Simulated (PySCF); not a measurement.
**[Hg(PH3)]2+: shape, vibrations and bonding**

What shape and bonds does [Hg(PH3)]2+ have? It is relaxed from a template within its point group. The structure is generated, not taken from experiment.

Computed with PySCF 2.14.0. Level: PBE0, Hg def2-SVP with ECP60, P def2-SVP, H def2-SVP; scalar-relativistic core potentials, no spin–orbit coupling.

1 further run of the same task is left out (for a known fault of the program).

## 1. The starting structure

5 atoms, charge 2, spin multiplicity 1.

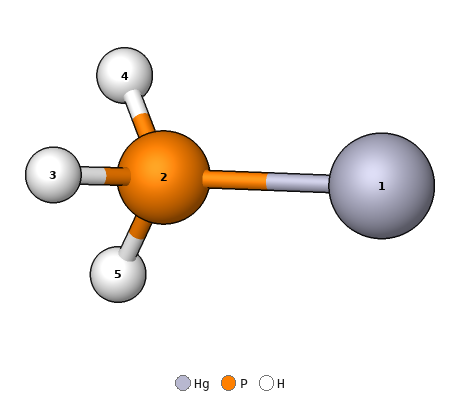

Start geometry, drawn with mercury light grey, phosphorus orange, hydrogen white; atoms are numbered from 1 in the order of the file.

As a file:

```
Hg    0.0000    0.0000    0.0000
P     0.0000    0.0000    2.5000
H     1.2100    0.0000    3.2432
H    -0.6050    1.0479    3.2432
H    -0.6050   -1.0479    3.2432
```

Formal oxidation states: Hg +2.

## 2. SCF at the start, singlet

run.py (the lines that set the calculation)

```python
mol = gto.M(atom='''
Hg     0.00000     0.00000     0.00000
P      0.00000     0.00000     2.50000
H      1.21000     0.00000     3.24320
H     -0.60500     1.04790     3.24320
H     -0.60500    -1.04790     3.24320''',
    basis={'Hg': 'def2-SVP', 'P': 'def2-SVP', 'H': 'def2-SVP'},
    ecp={'Hg': 'def2-SVP'},
    charge=2, spin=0)
mf = dft.RKS(mol, xc='PBE0')
mf.grids.atom_grid = (50, 194)
mf = mf.density_fit()  # fitting sets: Hg def2-universal-JKFIT, P def2-universal-JKFIT, H def2-universal-JKFIT
mf.conv_tol = 1e-08; mf.max_cycle = 55
mf.kernel(dm0)  # dm0: free metal ions and neutral atoms
```

The run is started by

```
OMP_NUM_THREADS=2 python run.py
```

Output:

```text
init E= -495.369377731841
  HOMO = -0.76425817842472  LUMO = -0.682237234694026  gap/eV = 2.23190
cycle= 1 E= -495.437881773735  delta_E= -0.0685  |g|= 0.516  |ddm|= 3.25
  HOMO = -0.749911871418714  LUMO = -0.551843527685779  gap/eV = 5.38971
cycle= 2 E= -495.430581968337  delta_E= 0.0073  |g|= 0.645  |ddm|= 2.45
  HOMO = -0.816877916558686  LUMO = -0.602593272366917  gap/eV = 5.83098
cycle= 3 E= -495.567471549774  delta_E= -0.137  |g|= 0.0755  |ddm|= 1.06
  HOMO = -0.826841409113493  LUMO = -0.607427539363556  gap/eV = 5.97056
cycle= 4 E= -495.569674993052  delta_E= -0.0022  |g|= 0.0309  |ddm|= 0.137
  HOMO = -0.824996868277079  LUMO = -0.60559801301828  gap/eV = 5.97015
cycle= 5 E= -495.56991761186  delta_E= -0.000243  |g|= 0.0104  |ddm|= 0.0557
  HOMO = -0.826101554802874  LUMO = -0.6057614399801  gap/eV = 5.99576
cycle= 6 E= -495.569944959399  delta_E= -2.73e-05  |g|= 0.000802  |ddm|= 0.0144
  HOMO = -0.826091599714382  LUMO = -0.605746933575048  gap/eV = 5.99588
cycle= 7 E= -495.569945155174  delta_E= -1.96e-07  |g|= 0.000134  |ddm|= 0.00129
  HOMO = -0.826067114700363  LUMO = -0.605732673829905  gap/eV = 5.99561
cycle= 8 E= -495.569945162749  delta_E= -7.58e-09  |g|= 4.48e-05  |ddm|= 0.000395
  HOMO = -0.826076569468343  LUMO = -0.605742995901466  gap/eV = 5.99558
Extra cycle  E= -495.569945163002  delta_E= -2.53e-10  |g|= 3.03e-05  |ddm|= 0.000105
converged SCF energy = -495.569945163002
```

Run time: 1.2 s. Hardware: 2 threads of Arm Neoverse V1, shared host; peak memory 0.32 GiB.

It gives: E = -495.569945 Eh, HOMO -22.48 eV, LUMO -16.48 eV, Mulliken charge on Hg1 +1.16 e. 

## 3. Relaxation, singlet

Steps are kept in the start's point group, C3v.

run.py (the lines that set the calculation)

```python
mol = gto.M(atom='''
Hg     0.00000     0.00000    -0.36971
P      0.00000     0.00000     2.13029
H      1.21001     0.00000     2.87349
H     -0.60500     1.04790     2.87349
H     -0.60501    -1.04789     2.87349''',
    basis={'Hg': 'def2-SVP', 'P': 'def2-SVP', 'H': 'def2-SVP'},
    ecp={'Hg': 'def2-SVP'},
    charge=2, spin=0)
mf = dft.RKS(mol, xc='PBE0')
mf.grids.atom_grid = (50, 194)
mf = mf.density_fit()  # fitting sets: Hg def2-universal-JKFIT, P def2-universal-JKFIT, H def2-universal-JKFIT
mf.conv_tol = 1e-08; mf.max_cycle = 55
mf.kernel(dm0)  # dm0: an SCF of this state at this start
# quasi-Newton relaxation in Cartesian coordinates to a largest gradient under 0.00045 Eh/bohr, steps kept in the point group
```

The run is started by

```
OMP_NUM_THREADS=2 python run.py
```

No log is kept here; the results follow.

Wall time 4.8 s (2 threads of Arm Neoverse V1, shared host).

Step by step:

| step | energy from step 1 (eV) | largest force component (eV/Å) |
| --- | --- | --- |
| 1 | 0.0000 | 2.1736 |
| 2 | -0.4894 | 1.3438 |
| 3 | -0.6170 | 0.5044 |
| 4 | -0.6357 | 0.1266 |
| 5 | -0.6372 | 0.0037 |

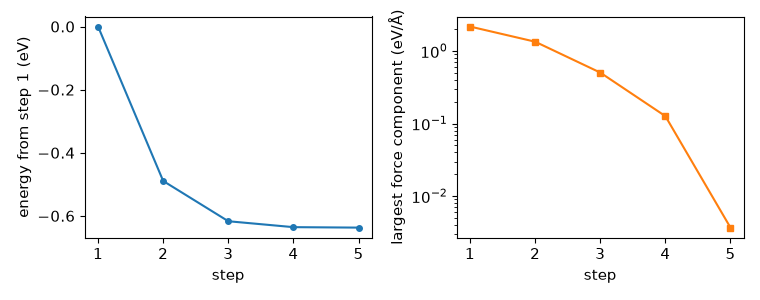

Energy and largest force along the relaxation.

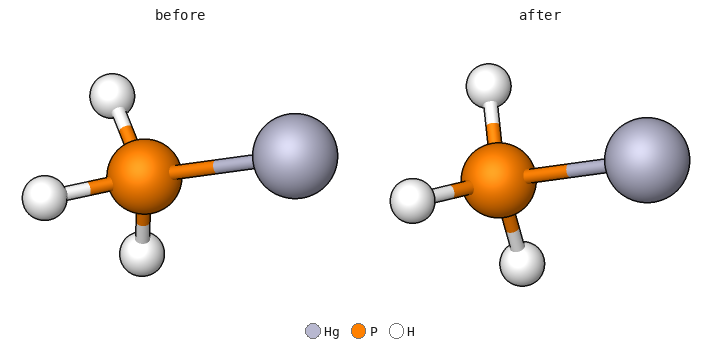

The geometry before (left) and after (right).

Distances of close pairs at the start and the end, largest changes first:

| bond | before (Å) | after (Å) | change (Å) |
| --- | --- | --- | --- |
| Hg1–P2 | 2.500 | 2.464 | -0.036 |
| P2–H5 | 1.420 | 1.420 | -0.000 |
| P2–H4 | 1.420 | 1.420 | -0.000 |
| P2–H3 | 1.420 | 1.420 | -0.000 |

It ends in C3v at E = -495.593361 Eh.

| atom | x (Å) | y (Å) | z (Å) |
| --- | --- | --- | --- |
| Hg1 | 0.0000 | 0.0000 | -0.1356 |
| P2 | 0.0000 | 0.0000 | 2.3282 |
| H3 | 1.3617 | 0.0000 | 2.7295 |
| H4 | -0.6808 | 1.1793 | 2.7295 |
| H5 | -0.6809 | -1.1793 | 2.7295 |

## 4. The relaxed geometry turned into its symmetry frame

run.py (the lines that set the calculation)

```python
mol = gto.M(atom='''
Hg     0.00000     0.00000    -0.36012
P      0.00000     0.00000     2.10372
H      1.36172    -0.00001     2.50501
H     -0.68085     1.17929     2.50501
H     -0.68086    -1.17928     2.50501''',
    basis={'Hg': 'def2-SVP', 'P': 'def2-SVP', 'H': 'def2-SVP'},
    ecp={'Hg': 'def2-SVP'},
    charge=2, spin=0)
mf = dft.RKS(mol, xc='PBE0')
mf.grids.atom_grid = (50, 194)
mf = mf.density_fit()  # fitting sets: Hg def2-universal-JKFIT, P def2-universal-JKFIT, H def2-universal-JKFIT
mf.conv_tol = 1e-08; mf.max_cycle = 55
mf.kernel(dm0)  # dm0: free metal ions and neutral atoms
```

The run is started by

```
OMP_NUM_THREADS=2 python run.py
```

Output:

```text
init E= -495.372266989281
  HOMO = -0.804421877719148  LUMO = -0.654389636232224  gap/eV = 4.08259
cycle= 1 E= -495.441791400998  delta_E= -0.0695  |g|= 0.561  |ddm|= 3.53
  HOMO = -0.721820122142921  LUMO = -0.535603976885344  gap/eV = 5.06720
cycle= 2 E= -495.401950756048  delta_E= 0.0398  |g|= 0.779  |ddm|= 2.81
  HOMO = -0.78935747300528  LUMO = -0.575146732557769  gap/eV = 5.82897
cycle= 3 E= -495.590992299878  delta_E= -0.189  |g|= 0.0732  |ddm|= 1.24
  HOMO = -0.804386896798248  LUMO = -0.581317830323471  gap/eV = 6.07002
cycle= 4 E= -495.593158027255  delta_E= -0.00217  |g|= 0.0289  |ddm|= 0.153
  HOMO = -0.802434260281364  LUMO = -0.579147075298579  gap/eV = 6.07595
cycle= 5 E= -495.593341462846  delta_E= -0.000183  |g|= 0.0098  |ddm|= 0.042
  HOMO = -0.803175353620753  LUMO = -0.579097936256431  gap/eV = 6.09746
cycle= 6 E= -495.593361097537  delta_E= -1.96e-05  |g|= 0.000788  |ddm|= 0.0112
  HOMO = -0.803139932733049  LUMO = -0.579087217330283  gap/eV = 6.09678
cycle= 7 E= -495.593361281624  delta_E= -1.84e-07  |g|= 0.000113  |ddm|= 0.00112
  HOMO = -0.803140181817481  LUMO = -0.579098514574966  gap/eV = 6.09648
cycle= 8 E= -495.593361285663  delta_E= -4.04e-09  |g|= 2.12e-05  |ddm|= 0.000282
  HOMO = -0.803135168918836  LUMO = -0.579093393599493  gap/eV = 6.09649
Extra cycle  E= -495.593361285725  delta_E= -6.25e-11  |g|= 1.5e-05  |ddm|= 5.79e-05
converged SCF energy = -495.593361285725
```

It took 0.5 s on 2 threads of Arm Neoverse V1, shared host.

It gives: E = -495.593361 Eh, HOMO -21.85 eV, LUMO -15.76 eV, Mulliken charge on Hg1 +1.05 e. 

## 5. Harmonic vibrations

run.py (the lines that set the calculation): that of step 4 with these lines changed.

```diff
@@ -12,3 +12,4 @@
 mf = mf.density_fit()  # fitting sets: Hg def2-universal-JKFIT, P def2-universal-JKFIT, H def2-universal-JKFIT
-mf.conv_tol = 1e-08; mf.max_cycle = 55
-mf.kernel(dm0)  # dm0: free metal ions and neutral atoms
+mf.conv_tol = 1e-10; mf.max_cycle = 55
+mf.kernel(dm0)  # dm0: the density of the relaxed state
+# Hessian and dipole derivatives by central differences of gradients, 0.02 bohr
```

The run is started by

```
OMP_NUM_THREADS=2 python run.py
```

The driver keeps no SCF log for this step, only its results.

It took 9 s on 2 threads of Arm Neoverse V1, shared host.

Point group C3v; negative numbers are unstable modes, and those under 60 cm⁻¹ are near the numerical noise:

| cm⁻¹ | km/mol | symmetry |
| --- | --- | --- |
| 264 | 25.0 | a1 |
| 563 | 0.6 | e |
| 563 | 0.6 | e |
| 870 | 69.9 | a1 |
| 1021 | 0.2 | e |
| 1021 | 0.2 | e |
| 2429 | 105.3 | a1 |
| 2491 | 156.8 | e |
| 2491 | 156.8 | e |

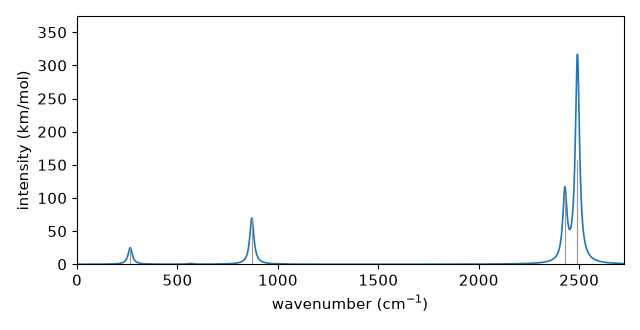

The infrared spectrum from the harmonic lines. Lines are broadened to a width of 25 cm⁻¹ (Lorentzian).

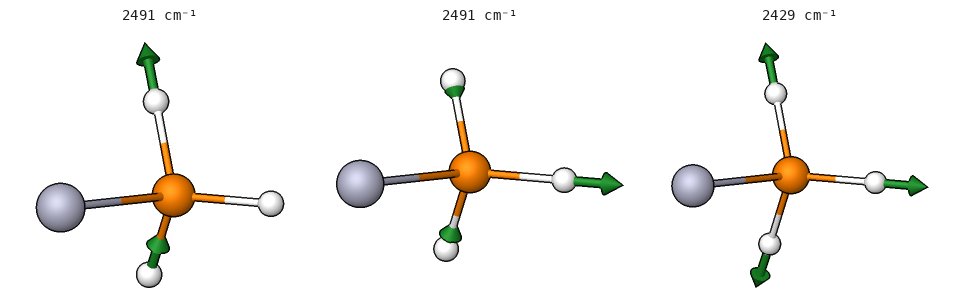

How the atoms move in 3 of the modes.

## 6. Charges, bond orders and levels

run.py (the lines that set the calculation)

```python
mol = gto.M(atom='''
Hg     0.00000     0.00000    -0.13564
P      0.00000     0.00000     2.32821
H      1.36172    -0.00001     2.72949
H     -0.68085     1.17929     2.72949
H     -0.68086    -1.17928     2.72949''',
    basis={'Hg': 'def2-SVP', 'P': 'def2-SVP', 'H': 'def2-SVP'},
    ecp={'Hg': 'def2-SVP'},
    charge=2, spin=0)
mf = dft.RKS(mol, xc='PBE0')
mf.grids.atom_grid = (75, 302)
mf = mf.density_fit()  # fitting sets: Hg def2-universal-JKFIT, P def2-universal-JKFIT, H def2-universal-JKFIT
mf.conv_tol = 1e-09; mf.max_cycle = 55
mf.kernel(dm0)  # dm0: the density of the relaxed state
```

The run is started by

```
OMP_NUM_THREADS=2 python run.py
```

Output:

```text
init E= -495.593382467796
  HOMO = -0.803137889703701  LUMO = -0.579096711998076  gap/eV = 6.09647
cycle= 1 E= -495.593382468198  delta_E= -4.02e-10  |g|= 6.48e-05  |ddm|= 0.00029
  HOMO = -0.803134648077864  LUMO = -0.579092665050396  gap/eV = 6.09649
cycle= 2 E= -495.593382467306  delta_E= 8.91e-10  |g|= 8.49e-05  |ddm|= 0.000273
  HOMO = -0.803135470479646  LUMO = -0.579094852783982  gap/eV = 6.09646
cycle= 3 E= -495.593382469416  delta_E= -2.11e-09  |g|= 6.88e-06  |ddm|= 0.000159
  HOMO = -0.803136015503828  LUMO = -0.579094963808117  gap/eV = 6.09647
cycle= 4 E= -495.593382469422  delta_E= -5.8e-12  |g|= 2.81e-07  |ddm|= 4.65e-06
  HOMO = -0.803135943468767  LUMO = -0.579094896381179  gap/eV = 6.09647
Extra cycle  E= -495.593382469422  delta_E= -7.96e-13  |g|= 2.46e-07  |ddm|= 6.98e-07
converged SCF energy = -495.593382469422
```

Wall time 3.4 s (2 threads of Arm Neoverse V1, shared host).

It gives: E = -495.593382 Eh, HOMO -21.85 eV, LUMO -15.76 eV, Mulliken charge on Hg1 +1.05 e, largest force component 0.003 eV/Å. 

Löwdin charges:

| atom | value (e) |
| --- | --- |
| Hg1 | 0.94 |
| P2 | 0.76 |
| H3 | 0.10 |
| H4 | 0.10 |
| H5 | 0.10 |

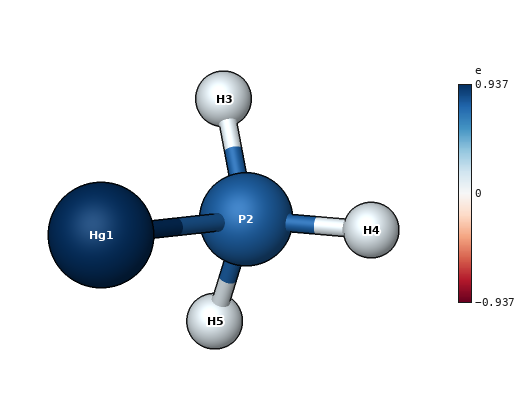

Löwdin charges, as colours on the atoms.

Mulliken charges: Hg1 +1.05, P2 +0.23, H3 +0.24, H4 +0.24, H5 +0.24 e.

Contacts (the nearest donor of each ligand) and Mayer bond orders:

| contact | distance (Å) | bond order |
| --- | --- | --- |
| Hg1–P2 (PH3) | 2.464 | 1.02 |

Mulliken populations of Hg1 outside the core potential: s 2.93, p 6.06, d 9.95, f 0.00.

Orbitals, density, ELF and potential are computed afterwards from the orbital file.

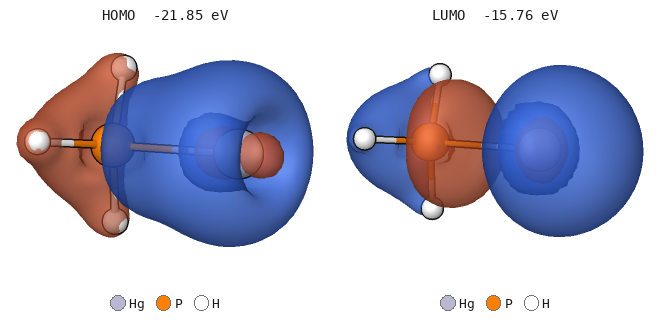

Frontier orbitals at PBE0; each surface holds 70 % of the orbital's density, blue and red mark the sign.

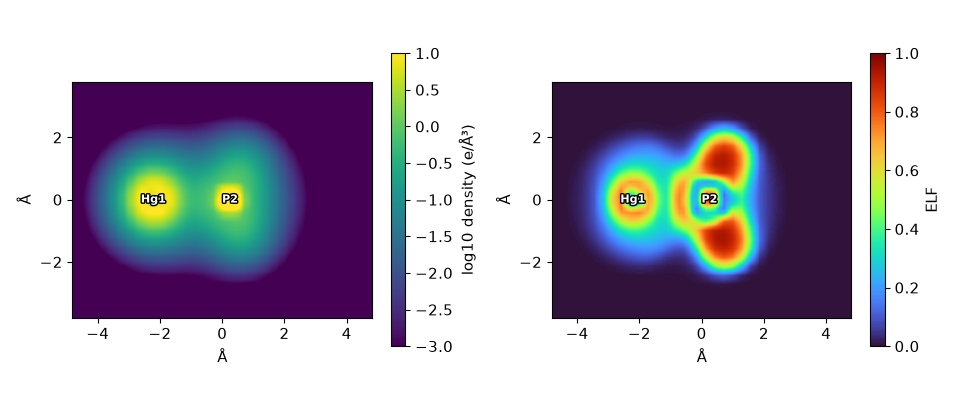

Density (left) and ELF (right) in a plane through or near 2 of the atoms.

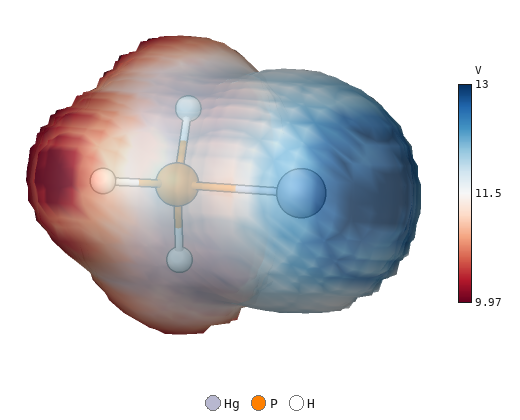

Electrostatic potential on the surface of density 0.002 e/bohr³; red is low, blue high. It runs, from the 1st to the 99th percentile, from 9.97 to 12.99 V.

## 7. What came out

| quantity | value |
| --- | --- |
| state and point group | singlet, C3v |
| modes | 264 to 2491 cm⁻¹, none unstable |
| strongest infrared band (modes within 1.5 cm⁻¹ summed) | 2491 cm⁻¹ (314 km/mol) |
| zero-point energy | 0.726 eV |
| ideal gas, 298 K, 1 bar | S = 279.5, Cp = 55.1 J/(mol K) |
| metal–ligand contacts | 2.46 Å |
| frontier levels | HOMO -21.85 eV, LUMO -15.76 eV |
| dipole about the centre of mass | 8.01 D |
| mean polarisability | 5.9 Å³ |

All modes are real, so the structure is a minimum. The metal carries +0.94 e by Löwdin's partition against a formal +2, and bond orders to the nearest donors reach 1.02. Both measures hang on the basis. One start shape was tried, so another isomer may lie lower. The bases are small and lack diffuse functions. Spin–orbit coupling is left out.
